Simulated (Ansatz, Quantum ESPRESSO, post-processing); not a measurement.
# The work function of Ru(0001), 4 layers, one monolayer of Al on hcp sites, level by level, part 4 of 5

Wanted: work functions and the surface dipole of Ru(0001), 4 layers, one monolayer of Al on hcp sites at several levels, with their cost.

Quantum ESPRESSO 7.5; plane-wave DFT, PBE, GBRV ultrasoft pseudopotentials; geometry and cross-check by Ansatz 0.2.0 with PAW datasets.

So far. Step 5 (SCF with pw.x: PBE, SSSP efficiency): The upper face goes from 4.261 eV (PBE, GBRV) to 4.263 eV, a change of +0.002 eV. Step 6 (Self-consistent run: rev-vdW-DF2, GBRV ultrasoft): The upper face goes from 4.261 eV (PBE, GBRV) to 4.398 eV, a change of +0.137 eV.

**7. Ground state: RPBE, GBRV ultrasoft**

Level of this step: plane-wave DFT, RPBE, GBRV ultrasoft pseudopotentials made under PBE (Quantum ESPRESSO 7.5). input_dft overrides the functional of the files.

File gbrv-rpbe.in:

```
&control
  prefix = 'gbrv-rpbe'
  outdir = './out'
  pseudo_dir = './pseudo'
  calculation = 'scf'
  tprnfor = .true.
/
&system
  ibrav = 0
  nat = 5
  ntyp = 2
  ecutwfc = 40
  ecutrho = 200
  input_dft = 'rpbe'
  occupations = 'smearing'
  smearing = 'mv'
  degauss = 0.02
  assume_isolated = 'esm'
  esm_bc = 'bc1'
/
&electrons
  conv_thr = 1e-07
  mixing_beta = 0.4
  electron_maxstep = 120
  mixing_mode = 'local-TF'
/
ATOMIC_SPECIES
  Ru  101.0700  ru_pbe_v1.2.uspp.F.UPF
  Al  26.9815  al_pbe_v1.uspp.F.UPF
CELL_PARAMETERS angstrom
  2.69999999998962 0.00000000000000 0.00000000000000
  1.34999999999481 2.33826859020899 0.00000000000000
  0.00000000000000 0.00000000000000 25.41520000000000
ATOMIC_POSITIONS crystal
  Ru  0.666666666667 0.666666666667 -0.168605234121
  Ru  -0.000000000000 -0.000000000000 -0.084466608421
  Ru  0.666666666667 0.666666666667 -0.000916359138
  Ru  -0.000000000000 -0.000000000000 0.084290055954
  Al  0.666666666667 0.666666666667 0.168605234121
K_POINTS automatic
  12 12 1 0 0 0
```

Started as:

```sh
$ OMP_NUM_THREADS=1 mpirun -n 4 pw.x -nk 4 -in gbrv-rpbe.in > gbrv-rpbe.out
```

Log:

```text
[banner, memory and clock lines left out]
Program PWSCF v.7.5 starts
[citation notice left out]

[...]
Message from routine setup:
[...]
bravais-lattice index     =            0
     lattice parameter (alat)  =       5.1023  a.u.
     unit-cell volume          =    1082.8001 (a.u.)^3
     number of atoms/cell      =            5
     number of atomic types    =            2
     number of electrons       =        67.00
     number of Kohn-Sham states=           41
     kinetic-energy cutoff     =      40.0000  Ry
     charge density cutoff     =     200.0000  Ry
     scf convergence threshold =      1.0E-07
     mixing beta               =       0.4000
     number of iterations used =            8  local-TF  mixing
     Exchange-correlation= RPBE
                           (   1   4  44   4   0   0   0)

     Effective Screening Medium Method
     Boundary Conditions: Vacuum-Slab-Vacuum
     total charge in unit cell        =   0.0000
     grid points for fit at edges     =        4

[...]
PseudoPot. # 1 for Ru read from file:
     ./pseudo/ru_pbe_v1.2.uspp.F.UPF
     Pseudo is Ultrasoft + core correction, Zval = 16.0
     Generated by new atomic code, or converted to UPF format
     Using radial grid of  967 points,  6 beta functions with:
                l(1) =   0
                l(2) =   0
                l(3) =   1
                l(4) =   1
                l(5) =   2
                l(6) =   2
     Q(r) pseudized with  8 coefficients,  rinner =    1.300   1.300   1.300
                                                       1.300   1.300

     PseudoPot. # 2 for Al read from file:
     ./pseudo/al_pbe_v1.uspp.F.UPF
     Pseudo is Ultrasoft + core correction, Zval =  3.0
     Generated by new atomic code, or converted to UPF format
     Using radial grid of  893 points,  3 beta functions with:
                l(1) =   0
                l(2) =   1
                l(3) =   2
     Q(r) pseudized with  8 coefficients,  rinner =    0.900   0.900   0.900
                                                       0.900   0.900

     atomic species   valence    mass     pseudopotential
     Ru               16.00   101.07000     Ru( 1.00)
     Al                3.00    26.98150     Al( 1.00)

      6 Sym. Ops. (no inversion) found

[...]
number of k points=    19  Marzari-Vanderbilt smearing, width (Ry)=  0.0200
[...]
Dense  grid:    51901 G-vectors     FFT dimensions: (  24,  24, 225)

     Smooth grid:    37003 G-vectors     FFT dimensions: (  24,  24, 200)

     Initial potential from superposition of free atoms

     starting charge      62.9975, renormalised to      67.0000

     negative rho (up, down):  3.275E-01 0.000E+00
     Starting wfcs are   56 randomized atomic wfcs

     per-process dynamical memory:    61.0 Mb

     Self-consistent Calculation

     iteration #  1     ecut=    40.00 Ry     beta= 0.40
     Davidson diagonalization with overlap
     c_bands:  2 eigenvalues not converged
     c_bands:  2 eigenvalues not converged
     c_bands:  4 eigenvalues not converged
     c_bands:  1 eigenvalues not converged
     ethr =  1.00E-02,  avg # of iterations = 12.4

     negative rho (up, down):  3.702E-01 0.000E+00

     total energy              =    -775.75364307 Ry
     estimated scf accuracy    <     401.37202537 Ry

     iteration #  2     ecut=    40.00 Ry     beta= 0.40
[...]
negative rho (up, down):  3.465E-01 0.000E+00

[...]
total energy              =    -782.75940930 Ry
     estimated scf accuracy    <      17.69904609 Ry

     iteration #  3     ecut=    40.00 Ry     beta= 0.40
[...]
negative rho (up, down):  3.381E-01 0.000E+00

[...]
total energy              =    -782.09897605 Ry
     estimated scf accuracy    <      12.49457468 Ry

     iteration #  4     ecut=    40.00 Ry     beta= 0.40
[...]
negative rho (up, down):  3.421E-01 0.000E+00

[...]
total energy              =    -782.33162273 Ry
     estimated scf accuracy    <       6.58046024 Ry

     iteration #  5     ecut=    40.00 Ry     beta= 0.40
[...]
c_bands:  4 eigenvalues not converged
[...]
negative rho (up, down):  3.372E-01 0.000E+00

[...]
total energy              =    -782.78966064 Ry
     estimated scf accuracy    <       2.02346103 Ry

     iteration #  6     ecut=    40.00 Ry     beta= 0.40
[...]
c_bands:  5 eigenvalues not converged
[...]
negative rho (up, down):  3.329E-01 0.000E+00

[...]
total energy              =    -784.72613609 Ry
     estimated scf accuracy    <      70.84324934 Ry

[...]
iteration # 55     ecut=    40.00 Ry     beta= 0.40
[...]
negative rho (up, down):  3.208E-01 0.000E+00

[...]
total energy              =    -783.81993390 Ry
     estimated scf accuracy    <       0.00000037 Ry

     iteration # 56     ecut=    40.00 Ry     beta= 0.40
[...]
negative rho (up, down):  3.208E-01 0.000E+00

[...]
total energy              =    -783.81989501 Ry
     estimated scf accuracy    <       0.00000011 Ry

     iteration # 57     ecut=    40.00 Ry     beta= 0.40
[...]
negative rho (up, down):  3.208E-01 0.000E+00

[...]
total energy              =    -783.81987490 Ry
     estimated scf accuracy    <       0.00000011 Ry

     iteration # 58     ecut=    40.00 Ry     beta= 0.40
[...]
negative rho (up, down):  3.208E-01 0.000E+00

[...]
End of self-consistent calculation

          k = 0.0000 0.0000 0.0000 (  4609 PWs)   bands (ev):

   -77.8622 -77.7049 -77.4345 -77.2900 -48.1867 -47.7103 -47.4010 -47.4010
   -47.2638 -47.2638 -47.2592 -47.1125 -47.0446 -47.0446 -46.8498 -46.8498
   -14.3326 -11.9799 -10.8313 -10.5591 -10.1894  -7.5484  -7.3562  -7.3562
    -7.2162  -7.2162  -7.1778  -6.9549  -6.7634  -6.7634  -6.4889  -6.4889
    -5.5082  -5.4307  -5.4307  -4.4780  -4.4780  -3.7383  -3.7349  -3.7348
    -3.4180

          k = 0.0000 0.0962 0.0000 (  4591 PWs)   bands (ev):

   -77.8536 -77.6984 -77.4277 -77.2831 -48.1694 -47.7145 -47.4471 -47.4153
   -47.3381 -47.2750 -47.2277 -47.1251 -47.0859 -47.0560 -46.8982 -46.8614
   -14.1475 -11.7375 -10.5974 -10.3492  -9.9510  -7.6889  -7.5343  -7.4405
    -7.3273  -7.1732  -7.0564  -6.8895  -6.7628  -6.6492  -6.5792  -6.3244
    -5.8965  -5.5079  -5.5070  -4.7949  -4.5412  -4.3232  -3.7428  -3.3597
    -3.2915

[...]
the Fermi energy is    -4.5510 ev

!    total energy              =    -783.81989841 Ry
     estimated scf accuracy    <       0.00000004 Ry
     smearing contrib. (-TS)   =      -0.00095589 Ry
     internal energy E=F+TS    =    -783.81894252 Ry

     The total energy is F=E-TS. E is the sum of the following terms:
     one-electron contribution =   14111.15113169 Ry
     hartree contribution      =   -7074.15974876 Ry
     xc contribution           =    -108.21568559 Ry
     ewald contribution        =   -7712.59463986 Ry

     convergence has been achieved in  58 iterations

     negative rho (up, down):  3.208E-01 0.000E+00

     Forces acting on atoms (cartesian axes, Ry/au):

     atom    1 type  1   force =     0.00000000    0.00000000    0.01295038
     atom    2 type  1   force =     0.00000000    0.00000000   -0.01689869
     atom    3 type  1   force =    -0.00000000   -0.00000000   -0.00263867
     atom    4 type  1   force =     0.00000000    0.00000000    0.00345988
     atom    5 type  2   force =     0.00000000    0.00000000    0.00349171

     Total force =     0.022009     Total SCF correction =     0.002019

[...]
```

Run time: 74 s. Hardware: 4 MPI ranks of AMD EPYC 9R14 (Zen 4), shared host; peak memory 0.54 GiB.

Read from the output:

| Property | Result |
| --- | --- |
| free energy | -10664.4130 eV |
| Fermi energy | -4.551 eV |
| vacuum line at the lower end of the cell, over the Fermi level | 4.917 eV |
| vacuum line at the upper end of the cell, over the Fermi level | 4.185 eV |

The potential energy, planar mean oscillates, so the rows of the table below give means over windows of 2.15 Å about each position, cut where the curve ends. Its maxima inside the range that stand out by 2 % of the span (Å: eV): -3.3: -2.00, -1.1: -2.32, 1.0: -1.82, 3.3: -1.94. Its minima: -4.3: -48.8, -2.1: -49.3, 0.0: -49.1, 2.1: -49.2, 4.3: -16.5.

Electrostatic potential energy of an electron; zero at the Fermi level. The potential energy, planar mean by z; means over each step:

| z (Å) | potential energy, planar mean (eV) |
| --- | --- |
| -11.58 | 4.92 |
| -9.43 | 4.92 |
| -7.28 | 4.82 |
| -5.12 | -13.3 |
| -2.97 | -20.4 |
| -0.82 | -20.7 |
| 1.33 | -19.8 |
| 3.48 | -11.0 |
| 5.63 | -0.468 |
| 7.78 | 4.16 |
| 9.93 | 4.18 |
| 12.08 | 4.18 |

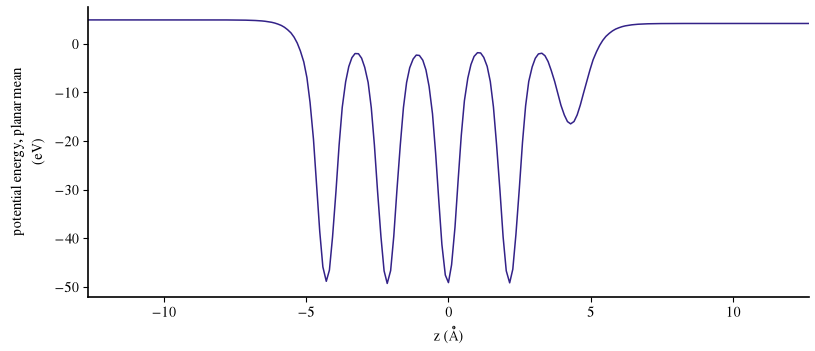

Potential energy, planar mean, plotted against z.

The upper face goes from 4.261 eV (PBE, GBRV) to 4.185 eV, a change of -0.076 eV.

**8. SCF with pw.x: no dipole correction**

What happens without any correction? The same slab is run as a plain periodic cell.

Level of this step: plane-wave DFT, PBE, GBRV ultrasoft pseudopotentials (Quantum ESPRESSO 7.5).

File nodip.in:

```
&control
  prefix = 'nodip'
  outdir = './out'
  pseudo_dir = './pseudo'
  calculation = 'scf'
  tprnfor = .true.
/
&system
  ibrav = 0
  nat = 5
  ntyp = 2
  ecutwfc = 40
  ecutrho = 200
  occupations = 'smearing'
  smearing = 'mv'
  degauss = 0.02
/
&electrons
  conv_thr = 1e-07
  mixing_beta = 0.4
  electron_maxstep = 120
  mixing_mode = 'local-TF'
/
ATOMIC_SPECIES
  Ru  101.0700  ru_pbe_v1.2.uspp.F.UPF
  Al  26.9815  al_pbe_v1.uspp.F.UPF
CELL_PARAMETERS angstrom
  2.69999999998962 0.00000000000000 0.00000000000000
  1.34999999999481 2.33826859020899 0.00000000000000
  0.00000000000000 0.00000000000000 25.41520000000000
ATOMIC_POSITIONS crystal
  Ru  0.666666666667 0.666666666667 0.326576222100
  Ru  -0.000000000000 -0.000000000000 0.410714847800
  Ru  0.666666666667 0.666666666667 0.494265097083
  Ru  -0.000000000000 -0.000000000000 0.579471512175
  Al  0.666666666667 0.666666666667 0.663786690342
K_POINTS automatic
  12 12 1 0 0 0
```

Started as:

```sh
$ OMP_NUM_THREADS=1 mpirun -n 4 pw.x -nk 4 -in nodip.in > nodip.out
```

Log:

```text
[banner, memory and clock lines left out]
Program PWSCF v.7.5 starts
[citation notice left out]

[...]
Message from routine setup:
[...]
bravais-lattice index     =            0
     lattice parameter (alat)  =       5.1023  a.u.
     unit-cell volume          =    1082.8001 (a.u.)^3
     number of atoms/cell      =            5
     number of atomic types    =            2
     number of electrons       =        67.00
     number of Kohn-Sham states=           41
     kinetic-energy cutoff     =      40.0000  Ry
     charge density cutoff     =     200.0000  Ry
     scf convergence threshold =      1.0E-07
     mixing beta               =       0.4000
     number of iterations used =            8  local-TF  mixing
     Exchange-correlation= SLA  PW   PBE  PBE
                           (   1   4   3   4   0   0   0)

[...]
PseudoPot. # 1 for Ru read from file:
     ./pseudo/ru_pbe_v1.2.uspp.F.UPF
     Pseudo is Ultrasoft + core correction, Zval = 16.0
     Generated by new atomic code, or converted to UPF format
     Using radial grid of  967 points,  6 beta functions with:
                l(1) =   0
                l(2) =   0
                l(3) =   1
                l(4) =   1
                l(5) =   2
                l(6) =   2
     Q(r) pseudized with  8 coefficients,  rinner =    1.300   1.300   1.300
                                                       1.300   1.300

     PseudoPot. # 2 for Al read from file:
     ./pseudo/al_pbe_v1.uspp.F.UPF
     Pseudo is Ultrasoft + core correction, Zval =  3.0
     Generated by new atomic code, or converted to UPF format
     Using radial grid of  893 points,  3 beta functions with:
                l(1) =   0
                l(2) =   1
                l(3) =   2
     Q(r) pseudized with  8 coefficients,  rinner =    0.900   0.900   0.900
                                                       0.900   0.900

     atomic species   valence    mass     pseudopotential
     Ru               16.00   101.07000     Ru( 1.00)
     Al                3.00    26.98150     Al( 1.00)

      6 Sym. Ops. (no inversion) found

[...]
number of k points=    19  Marzari-Vanderbilt smearing, width (Ry)=  0.0200
[...]
Dense  grid:    51901 G-vectors     FFT dimensions: (  24,  24, 225)

     Smooth grid:    37003 G-vectors     FFT dimensions: (  24,  24, 200)

     Initial potential from superposition of free atoms

     starting charge      62.9975, renormalised to      67.0000

     negative rho (up, down):  3.201E-01 0.000E+00
     Starting wfcs are   56 randomized atomic wfcs

     per-process dynamical memory:    61.0 Mb

     Self-consistent Calculation

     iteration #  1     ecut=    40.00 Ry     beta= 0.40
     Davidson diagonalization with overlap
     ethr =  1.00E-02,  avg # of iterations =  3.7

     negative rho (up, down):  3.217E-01 0.000E+00

     total energy              =    -783.67953426 Ry
     estimated scf accuracy    <     182.20594052 Ry

     iteration #  2     ecut=    40.00 Ry     beta= 0.40
[...]
negative rho (up, down):  3.301E-01 0.000E+00

[...]
total energy              =    -783.59833610 Ry
     estimated scf accuracy    <      22.52041388 Ry

     iteration #  3     ecut=    40.00 Ry     beta= 0.40
[...]
negative rho (up, down):  3.385E-01 0.000E+00

[...]
total energy              =    -783.70270947 Ry
     estimated scf accuracy    <       2.80884973 Ry

     iteration #  4     ecut=    40.00 Ry     beta= 0.40
[...]
negative rho (up, down):  3.509E-01 0.000E+00

[...]
total energy              =    -783.58557859 Ry
     estimated scf accuracy    <       2.01075457 Ry

     iteration #  5     ecut=    40.00 Ry     beta= 0.40
[...]
negative rho (up, down):  3.510E-01 0.000E+00

[...]
total energy              =    -783.64945003 Ry
     estimated scf accuracy    <       0.26296203 Ry

     iteration #  6     ecut=    40.00 Ry     beta= 0.40
[...]
negative rho (up, down):  3.473E-01 0.000E+00

[...]
total energy              =    -783.66180167 Ry
     estimated scf accuracy    <       0.21121585 Ry

[...]
iteration # 19     ecut=    40.00 Ry     beta= 0.40
[...]
negative rho (up, down):  3.122E-01 0.000E+00

[...]
total energy              =    -783.65497382 Ry
     estimated scf accuracy    <       0.00000593 Ry

     iteration # 20     ecut=    40.00 Ry     beta= 0.40
[...]
negative rho (up, down):  3.121E-01 0.000E+00

[...]
total energy              =    -783.65497314 Ry
     estimated scf accuracy    <       0.00000049 Ry

     iteration # 21     ecut=    40.00 Ry     beta= 0.40
[...]
negative rho (up, down):  3.119E-01 0.000E+00

[...]
total energy              =    -783.65497189 Ry
     estimated scf accuracy    <       0.00000025 Ry

     iteration # 22     ecut=    40.00 Ry     beta= 0.40
[...]
negative rho (up, down):  3.119E-01 0.000E+00

[...]
End of self-consistent calculation

          k = 0.0000 0.0000 0.0000 (  4609 PWs)   bands (ev):

   -67.0091 -66.8528 -66.5839 -66.4417 -37.3394 -36.8624 -36.5493 -36.5493
   -36.4130 -36.4130 -36.4106 -36.2616 -36.1947 -36.1947 -36.0018 -36.0018
    -3.5253  -1.1875  -0.0350   0.2400   0.6096   3.2703   3.4533   3.4533
     3.5931   3.5931   3.6325   3.8556   4.0457   4.0457   4.3223   4.3223
     5.2937   5.3847   5.3847   6.3408   6.3408   7.0570   7.0869   7.0869
     7.4056

          k = 0.0000 0.0962 0.0000 (  4591 PWs)   bands (ev):

   -67.0006 -66.8462 -66.5771 -66.4349 -37.3220 -36.8664 -36.5957 -36.5636
   -36.4882 -36.4242 -36.3785 -36.2746 -36.2359 -36.2061 -36.0503 -36.0134
    -3.3399  -0.9449   0.1995   0.4504   0.8486   3.1228   3.2747   3.3740
     3.4818   3.6368   3.7534   3.9226   4.0485   4.1606   4.2303   4.4873
     4.9136   5.3057   5.3070   6.0144   6.2774   6.4897   7.0791   7.4639
     7.5259

[...]
the Fermi energy is     6.2658 ev

!    total energy              =    -783.65497190 Ry
     estimated scf accuracy    <       0.00000003 Ry
     smearing contrib. (-TS)   =      -0.00096179 Ry
     internal energy E=F+TS    =    -783.65401011 Ry

     The total energy is F=E-TS. E is the sum of the following terms:
     one-electron contribution =   -8464.07812623 Ry
     hartree contribution      =    4240.10469533 Ry
     xc contribution           =    -107.99886429 Ry
     ewald contribution        =    3548.31828508 Ry

     convergence has been achieved in  22 iterations

     negative rho (up, down):  3.119E-01 0.000E+00

     Forces acting on atoms (cartesian axes, Ry/au):

     atom    1 type  1   force =     0.00000000    0.00000000    0.01956104
     atom    2 type  1   force =     0.00000000    0.00000000   -0.01679607
     atom    3 type  1   force =     0.00000000    0.00000000   -0.00279173
     atom    4 type  1   force =     0.00000000    0.00000000    0.00076784
     atom    5 type  2   force =     0.00000000    0.00000000   -0.00074108

     Total force =     0.025955     Total SCF correction =     0.000639

[...]
```

Elapsed: 26 s, on 4 MPI ranks; peak memory 0.44 GiB.

**9. Electrostatic potential**

The vacuum level is read from the electrostatic potential (plot_num = 11), averaged over planes.

File nodip.pot.in:

```
&inputpp
  prefix = 'nodip'
  outdir = './out'
  filplot = 'nodip.pot.dat'
  plot_num = 11
/
```

Started as:

```sh
$ OMP_NUM_THREADS=1 mpirun -n 4 pp.x -in nodip.pot.in > nodip.pot.out
```

Wall time 1.2 s (4 MPI ranks); peak memory 0.09 GiB.

The potential energy, planar mean oscillates, so the rows of the table below give means over windows of 2.15 Å about each position, cut where the curve ends. Its maxima inside the range that stand out by 2 % of the span (Å: eV): 9.4: -1.83, 11.5: -2.17, 13.7: -1.67, 15.8: -1.84. Its minima: 8.2: -48.2, 10.4: -48.8, 12.5: -49.1, 14.7: -48.7, 16.8: -16.3.

Electrostatic potential energy of an electron; zero at the Fermi level. Potential energy, planar mean against z; means over each step:

```csv
z (Å),"potential energy, planar mean (eV)"
1.07,4.75
3.22,4.89
5.37,4.91
7.52,-14.4
9.67,-20.2
11.82,-20.6
13.97,-19.8
16.12,-10.3
18.27,0.134
20.42,4.35
22.57,4.51
24.72,4.63
```

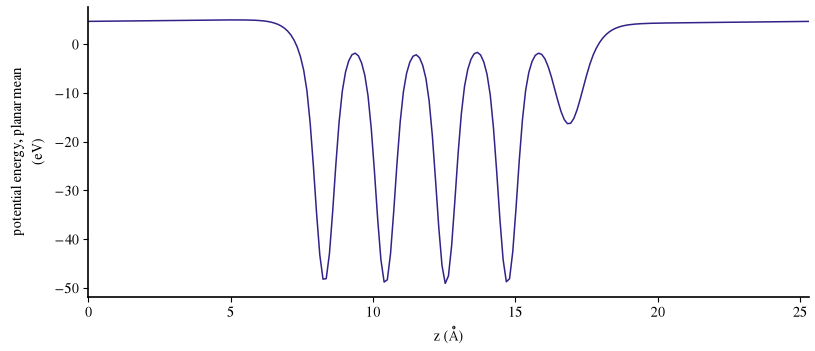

Potential energy, planar mean, plotted against z.

The vacuum now slopes by 63 meV/Å: the images' field stands in it, and it also polarises the slab.

**10. All levels side by side**

All levels:

| level | upper face (eV) | lower face (eV) | dipole (e Å) | CPU time (s) |
| --- | --- | --- | --- | --- |
| QE PBE GBRV, ESM bc1 | 4.261 | 5.091 | - | 246.3 |
| QE PBE SSSP efficiency, ESM bc1 | 4.263 | 5.089 | - | 258.1 |
| QE rev-vdW-DF2 GBRV ultrasoft, ESM bc1 | 4.398 | 5.36 | - | 361.9 |
| QE RPBE GBRV ultrasoft, ESM bc1 | 4.185 | 4.917 | - | 296.3 |
| QE PBE GBRV, periodic uncorrected (sloping vacuum, so no single level) | 4.505 | 4.845 | - | 103.2 |
| Ansatz PBE PAW, sawtooth (time of the whole relaxation) | 4.286 | 5.073 | 0.02743 | 30.75 |

The times are CPU seconds on a shared host; the codes use unlike cutoffs, datasets and smearings, so their times compare unlike work.

(Continued in part 5 of 5.)

[Logs are printed without paths, hosts, clocks, repeated set-up lines and the standing remarks that a program may print on its own settings, such as how far it seeks lower states.]

[Hosts, paths, dates, database ids (printed as entryN), source tags and the programs' standing remarks are cut or masked in the printed files.]

[Maps of the electrostatic potential energy from Ansatz leave out the sawtooth potential of an applied field or a dipole correction, so their vacuum need not be flat; planar profiles and work functions include it.]
